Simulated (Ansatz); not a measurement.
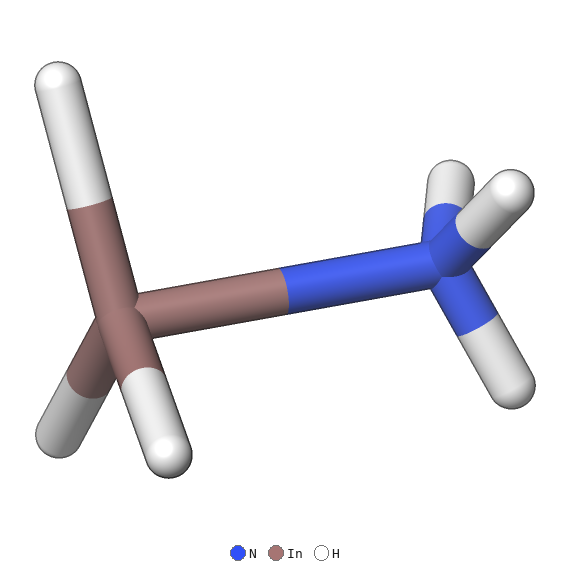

The computed structure is the end point of a PBE0-D4/def2-TZVP optimisation.

Count the atoms of each element.

Answer. H₆InN, 8 atoms: 6 hydrogen, 1 indium and 1 nitrogen.

How many bonds of each kind are drawn?

Answer. 3 N–H, 3 In–H, 1 In–N.

How many sets of symmetry-equivalent atoms are there?

Answer. 4: 1 N, 1 In, 3 H, 3 H.

Give a SMILES string for it.

Answer. [NH3+][InH3-]

More results for the same structure follow; atom numbers are the same in all pictures, views and colours differ.

**Geometry**

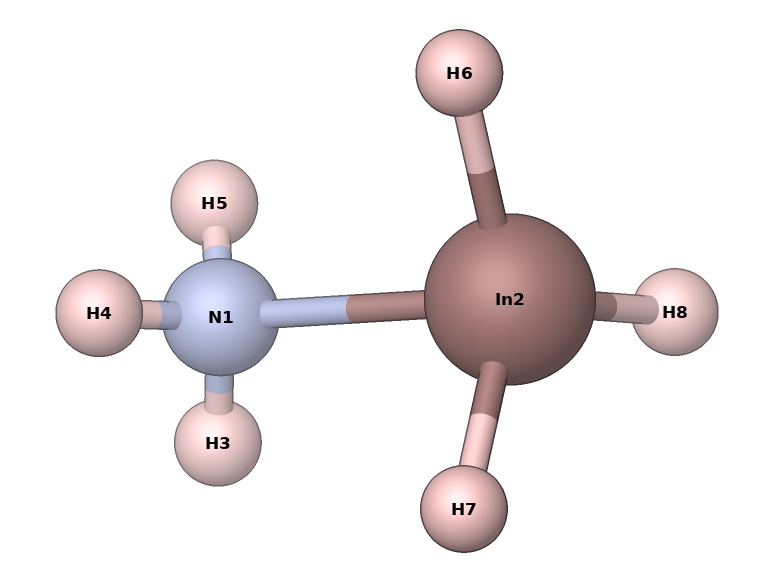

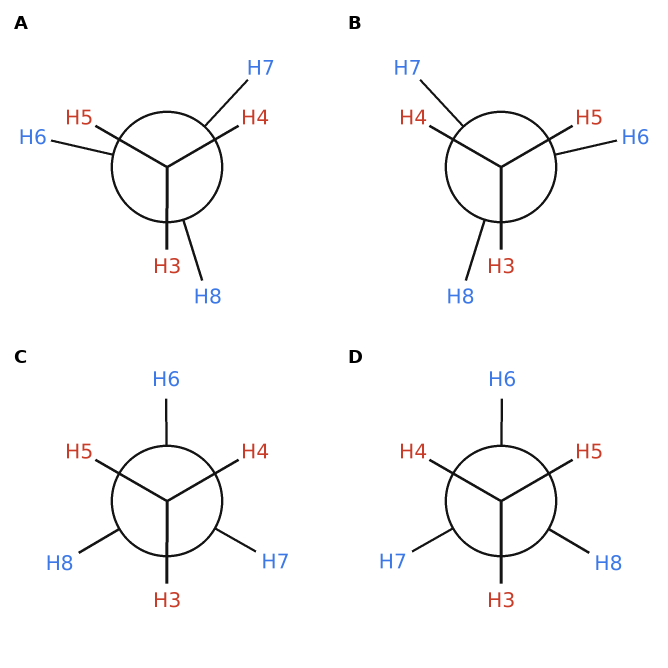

Atoms fade into the background with distance from the viewer. Bonds that would overlap in a projection are set slightly apart.

Which Newman projection shows the view along N1–In2, with N1 in front?

Answer. C. The torsion angle H3–N1–In2–H6 is 180°, antiperiplanar (anti).

**Electronic properties**

Properties computed with RKS PBE0-D4/def2-QZVPP, core potentials on In (Ansatz 0.2.0).

Computed properties:

- HOMO energy (Kohn–Sham orbital): −7.31 eV
- LUMO energy (Kohn–Sham orbital): −0.71 eV
- HOMO–LUMO gap: 6.60 eV
- dispersion correction: −8.5 kJ/mol

**Charges**

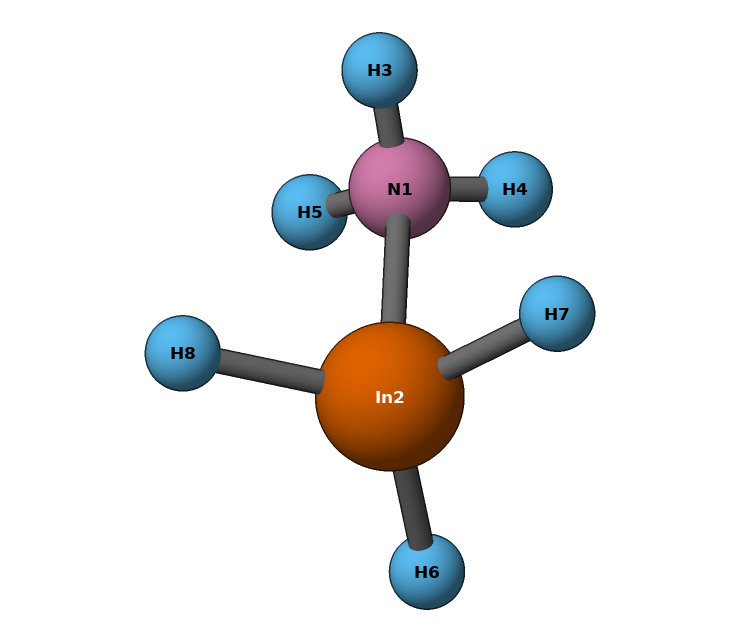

The questions are on Mulliken charges. Properties computed with RKS PBE0-D4/def2-TZVP, core potentials on In (Ansatz 0.2.0).

Give the Mulliken charges atom by atom.

```json
{"atom": "N1", "value (e)": "−0.67"}
{"atom": "In2", "value (e)": "0.28"}
{"atom": "H3", "value (e)": "0.28"}
{"atom": "H4", "value (e)": "0.28"}
{"atom": "H5", "value (e)": "0.28"}
{"atom": "H6", "value (e)": "−0.15"}
{"atom": "H7", "value (e)": "−0.15"}
{"atom": "H8", "value (e)": "−0.15"}
```

**Dipole moment**

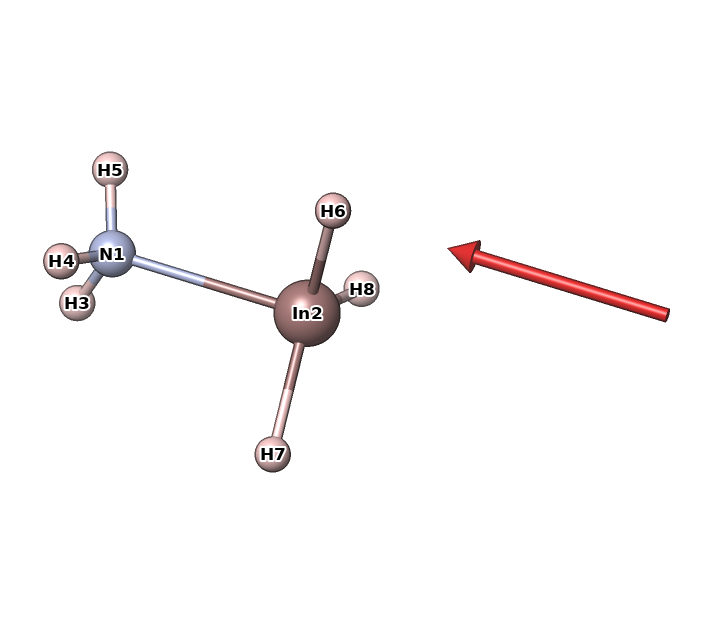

The arrow beside the molecule shows the direction of the dipole moment, from the negative to the positive end (its length means nothing). Level of theory: RKS PBE0-D4/def2-TZVP, core potentials on In (Ansatz 0.2.0).

How large is the dipole moment?

Answer. 4.76 D; it points from the side of H6, H7, H8 to the side of H3, H4, H5 (the outermost atoms at the two ends).

Mulliken values depend strongly on the basis set and can even reverse the polarity of a bond.
